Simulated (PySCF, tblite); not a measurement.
**C8H13BO: geometry, infrared bands and NMR shifts**

Wanted: the infrared bands and NMR shifts of C8H13BO (`B[C@@H]1CC[C@@H](C(=C)C=C)O1`), by calculation.

Programs: tblite 0.8.0 and PySCF 2.14.0, with density-fitted response routines of our own. Each step states its level of theory. These are calculated values for one molecule in the gas phase, unless marked as measured. Atoms count from 0, in the outputs and in this text.

**1. The molecule as given**

23 atoms, charge 0, multiplicity 1; geometry from: force field or distance geometry start.

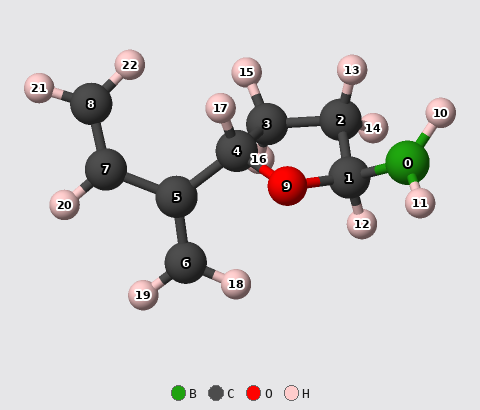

The starting geometry (boron green, carbon dark grey, oxygen red, hydrogen pink), atoms numbered; sticks join atoms by distance.

**2. Geometry optimisation with GFN2-xTB**

Job settings and geometry (Å):

```
{"job": {"kind": "relax", "xc": "GFN2-xTB", "basis": "xTB"}, "charge": 0, "multiplicity": 1}
B     -3.078500     1.408900     0.589000
C     -1.991200     0.445900    -0.047400
C     -1.724300    -0.793500     0.821100
C     -0.300500    -1.088300     0.509600
C      0.274000     0.277700     0.207900
C      1.353400     0.199500    -0.865000
C      1.027400     0.231000    -2.163300
C      2.797000     0.035500    -0.502200
C      3.222300    -0.339800     0.703300
O     -0.777000     1.138000    -0.198900
H     -3.627700     1.144500     1.606800
H     -3.389600     2.399800     0.022700
H     -2.351900     0.122800    -1.029900
H     -1.834300    -0.568900     1.901900
H     -2.405300    -1.624600     0.539800
H      0.206000    -1.566900     1.399000
H     -0.241400    -1.771000    -0.359900
H      0.697800     0.710600     1.130500
H     -0.005800     0.315300    -2.469300
H      1.786900     0.153600    -2.926500
H      3.535800     0.188700    -1.272000
H      4.277100    -0.448300     0.884800
H      2.545100    -0.543400     1.528000
```

The run is started by

```console
> OMP_NUM_THREADS=1 python probes_run.py task.json out
```

The driver reads the jobs from task.json and runs them one after another.

What it wrote:

```text
step      E/eV     max force
  0    -788.40325    1.935
  1    -788.55055    0.605
  2    -788.58079    0.379
  3    -788.59668    0.294
  4    -788.60628    0.228
  5    -788.61632    0.225
  6    -788.62193    0.196
  7    -788.62547    0.179
  8    -788.62757    0.159
  9    -788.62925    0.113
 10    -788.63107    0.142
 11    -788.63288    0.127
 12    -788.63505    0.152
 13    -788.63751    0.152
 14    -788.64057    0.175
 15    -788.64437    0.209
 16    -788.64864    0.174
 17    -788.65263    0.147
 18    -788.65576    0.115
 19    -788.65824    0.115
 20    -788.66112    0.136
 21    -788.66468    0.146
 22    -788.66818    0.114
 23    -788.67096    0.101
 24    -788.67336    0.107
 25    -788.67625    0.136
 26    -788.68003    0.142
 27    -788.68432    0.144
 28    -788.68845    0.173
 29    -788.69241    0.182
 30    -788.69598    0.228
 31    -788.70065    0.185
 32    -788.70624    0.119
 33    -788.70932    0.143
 34    -788.71407    0.157
 35    -788.71957    0.153
 36    -788.72499    0.135
 37    -788.72835    0.108
 38    -788.73017    0.137
 39    -788.73268    0.153
 40    -788.73541    0.128
 41    -788.73906    0.082
 42    -788.73991    0.086
 43    -788.74351    0.101
 44    -788.74567    0.090
 45    -788.74772    0.078
 46    -788.74879    0.062
 47    -788.74969    0.067
 48    -788.75062    0.084
 49    -788.75168    0.088
 50    -788.75273    0.074
 51    -788.75360    0.058
 52    -788.75427    0.050
 53    -788.75484    0.049
 54    -788.75544    0.049
 55    -788.75605    0.046
 56    -788.75655    0.042
 57    -788.75697    0.046
 58    -788.75737    0.041
 59    -788.75783    0.046
 60    -788.75832    0.056
 61    -788.75882    0.058
 62    -788.75938    0.057
 63    -788.76005    0.056
 64    -788.76084    0.059
 65    -788.76162    0.072
 66    -788.76239    0.075
 67    -788.76305    0.060
 68    -788.76365    0.038
 69    -788.76393    0.037
 70    -788.76417    0.035
 71    -788.76436    0.036
 72    -788.76463    0.034
 73    -788.76491    0.042
 74    -788.76519    0.038
 75    -788.76547    0.039
 76    -788.76576    0.039
 77    -788.76607    0.039
 78    -788.76638    0.037
 79    -788.76671    0.043
 80    -788.76709    0.044
 81    -788.76753    0.044
 82    -788.76798    0.041
 83    -788.76841    0.041
 84    -788.76883    0.049
 85    -788.76929    0.048
 86    -788.76976    0.052
 87    -788.77016    0.044
 88    -788.77050    0.046
 89    -788.77083    0.042
 90    -788.77116    0.042
 91    -788.77147    0.047
 92    -788.77178    0.041
 93    -788.77214    0.049
 94    -788.77253    0.056
 95    -788.77289    0.050
 96    -788.77326    0.041
 97    -788.77361    0.035
 98    -788.77390    0.036
 99    -788.77431    0.039
100    -788.77466    0.042
101    -788.77499    0.040
102    -788.77525    0.060
103    -788.77550    0.040
104    -788.77577    0.028
105    -788.77614    0.045
106    -788.77634    0.039
107    -788.77662    0.036
108    -788.77701    0.032
109    -788.77719    0.033
110    -788.77747    0.041
111    -788.77774    0.037
112    -788.77806    0.036
113    -788.77839    0.040
114    -788.77877    0.034
115    -788.77926    0.040
116    -788.77990    0.052
117    -788.78067    0.055
118    -788.78142    0.052
119    -788.78209    0.052
120    -788.78270    0.057
121    -788.78329    0.062
122    -788.78386    0.042
123    -788.78442    0.041
124    -788.78507    0.050
125    -788.78589    0.065
126    -788.78715    0.088
127    -788.78842    0.080
128    -788.78958    0.065
129    -788.78975    0.164
130    -788.79104    0.068
131    -788.79156    0.039
132    -788.79235    0.063
133    -788.79285    0.049
134    -788.79341    0.050
135    -788.79395    0.051
136    -788.79445    0.048
137    -788.79487    0.052
138    -788.79544    0.049
139    -788.79589    0.036
140    -788.79618    0.028
141    -788.79634    0.029
142    -788.79648    0.023
143    -788.79660    0.022
144    -788.79672    0.020
145    -788.79680    0.018
146    -788.79687    0.015
147    -788.79693    0.015
148    -788.79698    0.014
149    -788.79704    0.015
150    -788.79710    0.014
151    -788.79716    0.014
152    -788.79719    0.012
153    -788.79721    0.012
154    -788.79724    0.012
155    -788.79728    0.012
156    -788.79732    0.017
157    -788.79736    0.019
158    -788.79739    0.017
159    -788.79743    0.015
160    -788.79749    0.019
161    -788.79756    0.020
162    -788.79763    0.024
163    -788.79769    0.021
164    -788.79775    0.016
165    -788.79781    0.015
166    -788.79787    0.018
167    -788.79792    0.017
168    -788.79797    0.015
169    -788.79801    0.014
170    -788.79805    0.012
171    -788.79808    0.014
172    -788.79812    0.014
173    -788.79815    0.012
174    -788.79818    0.012
175    -788.79820    0.010
176    -788.79821    0.008
```

It took 2.6 s on 1 thread of Arm Neoverse N1, shared host; peak memory 0.18 GiB.

Step by step: (not every step is listed)

```
step  energy from step 0 (eV)  largest force (eV/Å)
   0                   0.0000                1.9345
   1                  -0.1473                0.6049
   2                  -0.1775                0.3786
   3                  -0.1934                0.2941
   4                  -0.2030                0.2281
   5                  -0.2131                0.2249
   6                  -0.2187                0.1965
   7                  -0.2222                0.1792
   8                  -0.2243                0.1586
  24                  -0.2701                0.1071
  40                  -0.3322                0.1281
  56                  -0.3533                0.0417
  72                  -0.3614                0.0342
  88                  -0.3673                0.0460
 104                  -0.3725                0.0282
 120                  -0.3795                0.0567
 136                  -0.3912                0.0482
 152                  -0.3939                0.0121
 168                  -0.3947                0.0148
 171                  -0.3948                0.0139
 172                  -0.3949                0.0144
 173                  -0.3949                0.0124
 174                  -0.3949                0.0116
 175                  -0.3949                0.0104
 176                  -0.3950                0.0079
```

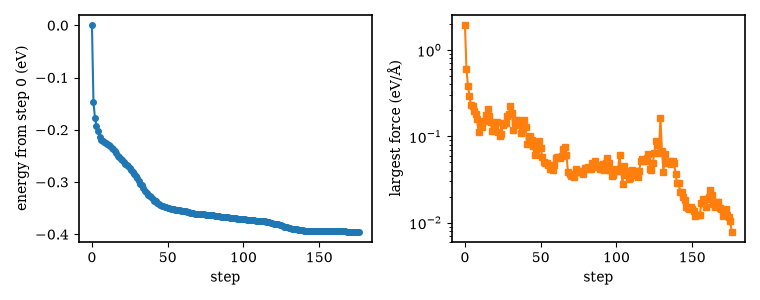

Energy and largest force along the relaxation.

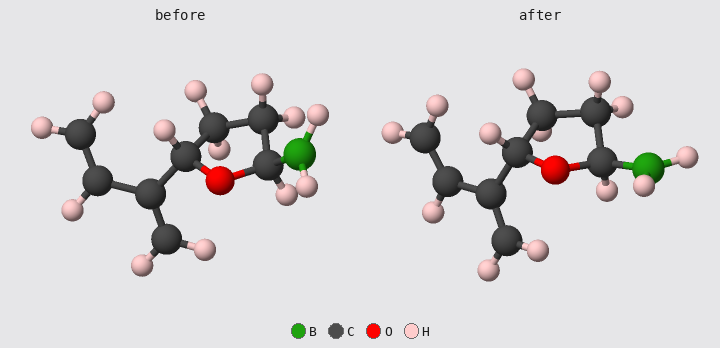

Before and after, at one scale.

Close pairs (by a distance rule), those that changed most:

```
  bond  before (Å)  after (Å)  change (Å)
C3–H15       1.130      1.088      -0.042
 C2–C3       1.487      1.528      +0.041
 C5–C7       1.497      1.457      -0.041
 C3–C4       1.512      1.551      +0.039
C2–H14       1.111      1.087      -0.023
B0–H10       1.186      1.167      -0.019
C2–H13       1.109      1.091      -0.019
B0–H11       1.183      1.165      -0.018
```

The end geometry stands in the next job.

**3. Harmonic vibrations with GFN2-xTB**

Job settings and geometry (Å):

```
{"job": {"kind": "ir", "xc": "GFN2-xTB", "basis": "xTB"}, "charge": 0, "multiplicity": 1}
B     -3.269313     1.121608     0.060466
C     -1.875411     0.401376     0.021634
C     -1.605107    -0.707761     1.055825
C     -0.093170    -0.892078     0.935607
C      0.403833     0.476962     0.401166
C      1.269439     0.301030    -0.832210
C      0.872269     0.745123    -2.023707
C      2.556727    -0.365332    -0.686376
C      3.136669    -0.740785     0.447538
O     -0.748707     1.261231     0.149345
H     -4.224044     0.452064     0.110485
H     -3.341058     2.282483     0.000439
H     -1.829627    -0.087352    -0.976476
H     -1.869392    -0.348623     2.051025
H     -2.164587    -1.615888     0.845393
H      0.366163    -1.149835     1.887451
H      0.143131    -1.675753     0.214370
H      0.983416     1.019352     1.159521
H     -0.057661     1.272885    -2.144184
H      1.476949     0.616800    -2.906014
H      3.074826    -0.537877    -1.622151
H      4.104408    -1.213459     0.448560
H      2.685494    -0.589187     1.412373
```

What it wrote:

```text
mode    cm-1     km/mol
  1      37.2      0.57
  2      82.2      1.22
  3     103.9      0.11
  4     123.4      0.03
  5     172.9      1.68
  6     192.4      0.97
  7     223.9      0.40
  8     270.3      1.37
  9     303.6      1.62
 10     387.0      2.05
 11     442.7      1.56
 12     488.5      4.15
 13     508.0      0.55
 14     556.8      4.20
 15     643.3      1.42
 16     708.3      4.38
 17     746.8      0.80
 18     767.8     40.18
 19     784.9     43.63
 20     817.8     12.36
 21     861.7     75.52
 22     884.8     16.83
 23     888.1     13.00
 24     901.7      6.67
 25     919.8      2.91
 26     977.6     18.48
 27     999.7     15.05
 28    1008.9     27.66
 29    1014.2     16.69
 30    1040.3      8.73
 31    1066.8      6.51
 32    1094.3     68.24
 33    1102.0     13.86
 34    1125.3     15.99
 35    1175.0     25.47
 36    1176.9     23.23
 37    1228.4     12.76
 38    1237.6      4.60
 39    1254.9      3.29
 40    1278.8      7.01
 41    1289.9      1.53
 42    1298.0      4.23
 43    1298.4      2.03
 44    1320.8      5.60
 45    1401.6      0.55
 46    1420.9      0.69
 47    1473.7      0.12
 48    1491.0      0.40
 49    1667.1      3.14
 50    1674.2      4.43
 51    2664.0     89.25
 52    2715.7     55.22
 53    2721.2    100.03
 54    2889.5     38.81
 55    2982.7      3.77
 56    2996.4     56.87
 57    3016.1     33.66
 58    3025.7     39.80
 59    3044.0     38.29
 60    3102.2     26.35
 61    3109.9     19.35
 62    3135.9     27.08
 63    3138.1     46.79
```

It took 1.8 s on 1 thread of Arm Neoverse N1, shared host; peak memory 0.18 GiB.

Which atoms move in the most intense modes:

```
cm⁻¹  km/mol                                 atoms
 785    43.6           H11 32 %, H10 29 %, B0 21 %
 862    75.5  H11 20 %, B0 19 %, C1 14 %, H10 11 %
1094    68.2             C1 30 %, O9 18 %, C4 15 %
2664    89.2                    H10 70 %, H11 25 %
2716    55.2          H11 47 %, H12 28 %, H10 15 %
2721   100.0                    H12 65 %, H11 20 %
2996    56.9                    H13 65 %, H16 27 %
3138    46.8                    H18 68 %, H19 14 %
```

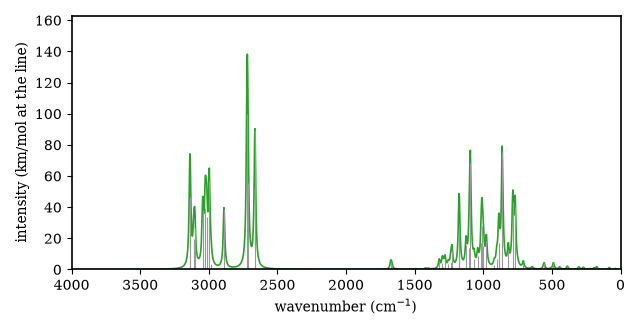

The infrared spectrum from these modes, unscaled. Lines are broadened to a width of 14 cm⁻¹ (Lorentzian).

**4. Shielding tensors: PBE0/pcSseg-1**

The job, as its differences from that of step 3:

```diff
@@ -1,2 +1,2 @@
-{"job": {"kind": "ir", "xc": "GFN2-xTB", "basis": "xTB"}, "charge": 0, "multiplicity": 1}
+{"job": {"kind": "nmr", "xc": "PBE0", "basis": "pcSseg-1"}, "charge": 0, "multiplicity": 1}
 B     -3.269313     1.121608     0.060466
```

Method: GIAO PBE0/pcSseg-1 NMR shielding, non-relativistic, gas phase.

What it wrote:

```text
coarse grid: 18920 points
cycle   1  E = -411.9639330847  dE =  1.301e+00  |g| = 6.163e-01  |ddm| = 4.338e+00
cycle   2  E = -411.9154869119  dE =  4.845e-02  |g| = 8.270e-01  |ddm| = 1.611e+00
cycle   3  E = -412.0446430020  dE = -1.292e-01  |g| = 1.240e-01  |ddm| = 1.090e+00
cycle   4  E = -412.0474933228  dE = -2.850e-03  |g| = 3.627e-02  |ddm| = 1.402e-01
cycle   5  E = -412.0477739492  dE = -2.806e-04  |g| = 1.425e-02  |ddm| = 4.695e-02
cycle   6  E = -412.0478201965  dE = -4.625e-05  |g| = 4.933e-03  |ddm| = 1.631e-02
cycle   7  E = -412.0478261911  dE = -5.995e-06  |g| = 8.696e-04  |ddm| = 4.800e-03
final grid: 181920 points
cycle   8  E = -412.1190784947  dE = -6.352e-05  |g| = 1.285e-02  |ddm| = 5.155e-02
cycle   9  E = -412.1190489748  dE =  2.952e-05  |g| = 1.815e-02  |ddm| = 2.515e-02
cycle  10  E = -412.1191135680  dE = -6.459e-05  |g| = 1.963e-03  |ddm| = 1.592e-02
cycle  11  E = -412.1191143924  dE = -8.244e-07  |g| = 3.347e-04  |ddm| = 2.349e-03
cycle  12  E = -412.1191144120  dE = -1.962e-08  |g| = 1.535e-04  |ddm| = 4.044e-04
cycle  13  E = -412.1191144176  dE = -5.566e-09  |g| = 4.913e-05  |ddm| = 1.858e-04
cycle  14  E = -412.1191144181  dE = -5.730e-10  |g| = 1.305e-05  |ddm| = 5.866e-05
converged SCF energy = -412.1191144181

GIAO shielding tensors (ppm)
atom      isotropic    diamagn.    paramagn.     s11        s22        s33       span
  0 B       13.698     191.035    -177.336    -60.298    -26.790    128.182    188.480
  1 C       97.277     249.721    -152.445     66.137     91.694    133.999     67.862
  2 C      155.699     250.360     -94.662    124.549    167.627    174.920     50.371
  3 C      148.743     251.843    -103.101    122.280    155.423    168.525     46.245
  4 C      105.761     245.722    -139.961     66.386    102.514    148.383     81.998
  5 C       29.870     261.013    -231.143    -86.963     27.073    149.499    236.462
  6 C       66.842     252.220    -185.378    -31.817     70.201    162.143    193.960
  7 C       41.025     251.455    -210.431    -71.386     49.961    144.499    215.885
  8 C       66.831     256.619    -189.788    -37.663     68.583    169.573    207.236
  9 O      252.535     398.993    -146.458    173.870    271.582    312.152    138.282
 10 H       23.975      28.903      -4.928     15.974     27.149     28.802     12.828
 11 H       23.508      29.571      -6.063     15.389     27.035     28.101     12.712
 12 H       27.413      32.834      -5.421     21.397     27.944     32.897     11.500
 13 H       29.864      31.425      -1.562     24.957     27.883     36.751     11.793
 14 H       29.592      31.110      -1.519     25.158     26.621     36.995     11.837
 15 H       29.297      32.963      -3.666     24.217     28.623     35.053     10.836
 16 H       30.042      33.533      -3.491     24.873     30.408     34.845      9.973
 17 H       26.633      32.950      -6.317     22.217     25.848     31.835      9.618
 18 H       25.927      32.989      -7.061     22.943     23.536     31.302      8.359
 19 H       26.396      30.683      -4.287     23.954     25.502     29.733      5.779
 20 H       25.002      30.210      -5.208     22.906     24.022     28.079      5.173
 21 H       26.296      27.261      -0.964     24.355     25.475     29.059      4.705
 22 H       26.456      34.031      -7.575     23.205     25.135     31.028      7.823
```

Run time: 2 min. Hardware: 1 thread of Arm Neoverse N1, shared host; peak memory 1.1 GiB.

Shifts follow as δ = σ(reference) − σ, with reference shieldings (ppm) from runs at the same level and on the same kind of geometry: ¹H TMS 31.72, ¹³C TMS 186.9, ¹⁷O H2O 336.1, ¹¹B BF3·OEt2 100.1. The references are single molecules in the gas phase, so shifts against H2O, NH3, PH3, H3PO4 or CFCl3 are not on the usual liquid scales and can be off by tens of ppm. Atoms listed in one row are averaged.

```
   atoms                                environment  σ (ppm)  δ (ppm)  δ scaled to CDCl3
      C5            fully substituted alkene carbon     29.9    157.1              151.4
      C7                                  alkene CH     41.0    145.9              140.5
      C8                       terminal =CH2 carbon     66.8    120.1              115.3
      C6                       terminal =CH2 carbon     66.8    120.1              115.3
      C1                   sp3 CH bonded to B and O     97.3     89.6               85.6
      C4                 allylic sp3 CH bonded to O    105.8     81.2               77.3
      C3                          sp3 CH2 in a ring    148.7     38.2               35.4
      C2                          sp3 CH2 in a ring    155.7     31.2               28.6
H10, H11            hydrogen on a boron bonded to C    23.74     7.98                  –
     H20                   hydrogen on an alkene CH    25.00     6.71               6.44
     H18         hydrogen on a terminal =CH2 carbon    25.93     5.79               5.56
     H21         hydrogen on a terminal =CH2 carbon    26.30     5.42               5.22
     H19         hydrogen on a terminal =CH2 carbon    26.40     5.32               5.12
     H22         hydrogen on a terminal =CH2 carbon    26.46     5.26               5.07
     H17  hydrogen on an allylic sp3 CH bonded to O    26.63     5.08               4.90
     H12    hydrogen on an sp3 CH bonded to B and O    27.41     4.30               4.16
     H15           hydrogen on an sp3 CH2 in a ring    29.30     2.42               2.39
     H14           hydrogen on an sp3 CH2 in a ring    29.59     2.13               2.11
     H13           hydrogen on an sp3 CH2 in a ring    29.86     1.85               1.85
     H16           hydrogen on an sp3 CH2 in a ring    30.04     1.67               1.68
      B0                     boron bonded to C, 2 H     13.7     86.4                  –
      O9                               ether oxygen    252.5     83.5                  –
```

The scaled column applies a straight-line fit of computed shieldings to shifts measured in CDCl3 (root-mean-square error 0.16 ppm for H, 1.9 ppm for C).

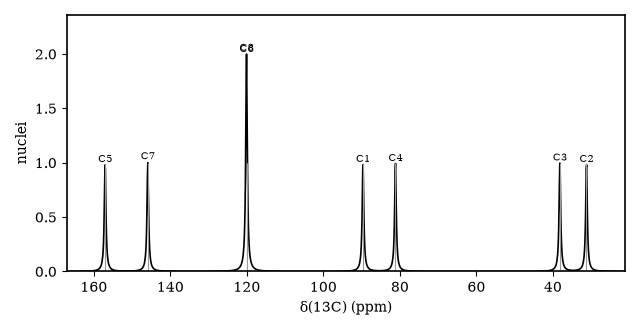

¹³C lines at the computed shifts, without couplings. Lines are broadened to a width of 0.50 ppm (Lorentzian).

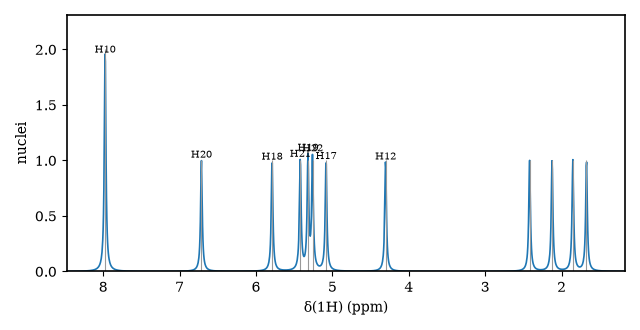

¹H lines at the computed shifts, without couplings. Lines are broadened to a width of 0.03 ppm (Lorentzian).

Charges from the same density, by scheme (e):

```
atoms  Mulliken    IAO  Hirshfeld  ESP fit
   B0      0.24   0.08       0.17     0.28
   C1     -0.10  -0.05      -0.03     0.38
   C2     -0.20  -0.26      -0.07    -0.26
   C3     -0.21  -0.28      -0.08    -0.15
   C4      0.11   0.07       0.04     0.47
   C5     -0.32   0.00       0.00     0.04
   C6     -0.04  -0.32      -0.10    -0.47
   C7     -0.12  -0.14      -0.04    -0.18
   C8     -0.13  -0.32      -0.10    -0.46
   O9     -0.51  -0.40      -0.14    -0.62
```

ESP fit charges:

B0 0.28; C1 0.38; C2 -0.26; C3 -0.15; C4 0.47; C5 0.04; C6 -0.47; C7 -0.18; C8 -0.46; O9 -0.62; H10 -0.15; H11 -0.10; H12 -0.01; H13 0.10; H14 0.07; H15 0.05; H16 0.07; H17 0.03; H18 0.20; H19 0.18; H20 0.17; H21 0.20; H22 0.17

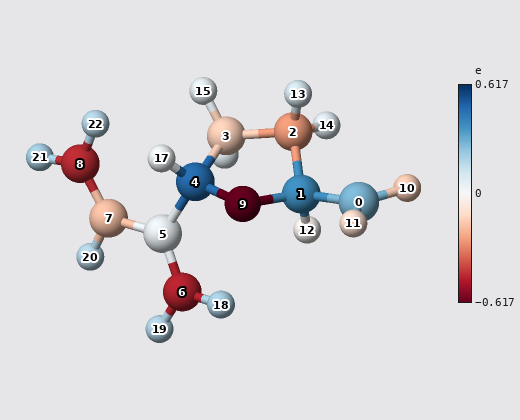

ESP fit charges, as colours on the atoms.

Mayer bond orders: B0–C1 0.99, C1–C2 1.01, C2–C3 1.06, C3–C4 1.00, C4–C5 0.96, C5–C6 1.93, C5–C7 1.08, C7–C8 1.93, C4–O9 0.95, O9–C1 0.86.

Ring of atoms C1, C2, C3, C4, O9: NICS(0) -7.7, NICS(1) -3.5, NICS(1)zz -5.2 ppm (means of both faces).

Orbitals, density, ELF and potential are computed afterwards from the orbital file.

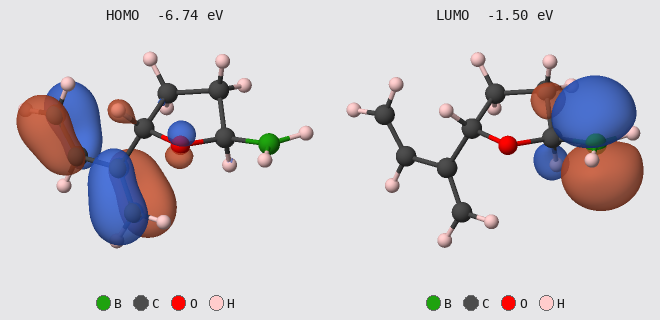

PBE0/pcSseg-1 orbitals near the gap, drawn at the value that encloses 70 % of each; the two colours are the two signs.

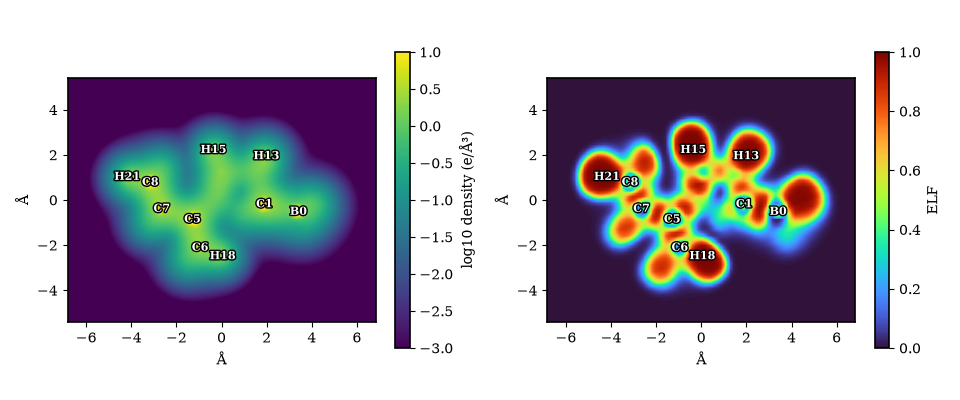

Density (left) and ELF (right) in a plane through or near 10 of the atoms.

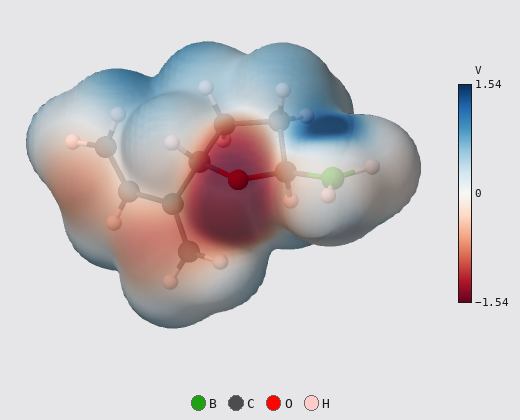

The potential that a unit positive charge feels on the 0.002 e/bohr³ surface, from -1.54 V near O9 to 1.38 V near B0.

**5. Summary of results**

```
                                                              quantity                                                                       value
                             strongest single infrared mode (GFN2-xTB)                                                       2721 cm⁻¹, 100 km/mol
                                          zero-point energy (GFN2-xTB)                                                              117.9 kcal/mol
                                ¹³C shifts against TMS (PBE0/pcSseg-1)                      157.1, 145.9, 120.1, 120.1, 89.6, 81.2, 38.2, 31.2 ppm
¹H shifts against TMS (PBE0/pcSseg-1, means over atoms taken as alike)  7.98, 6.71, 5.79, 5.42, 5.32, 5.26, 5.08, 4.30, 2.42, 2.13, 1.85, 1.67 ppm
                           ¹¹B shifts against BF3·OEt2 (PBE0/pcSseg-1)                                                                    86.4 ppm
                                ¹⁷O shifts against H2O (PBE0/pcSseg-1)                                                                    83.5 ppm
                                 surface potential, least and greatest                                                          -1.54 V and 1.38 V
```

The optimisation took 176 steps and gained 0.395 eV; among the close pairs (by a distance rule), C3–H15 changed most, from 1.130 to 1.088 Å. All 63 modes are real, so the xTB geometry is a minimum. The strongest single mode, at 2721 cm⁻¹, moves mainly H12. GFN2-xTB is a fitted tight-binding method: band positions and strengths are rough. Its intensities can rank the bands wrongly. At PBE0/pcSseg-1: Shielding is most anisotropic at C5 (span 236 ppm, paramagnetic term -231 ppm). At PBE0/pcSseg-1, counted by nearest atom on the grid, the HOMO lies on C6 28 %; C8 21 %, the LUMO on B0 51 %; H10, H11 about 15 % each.
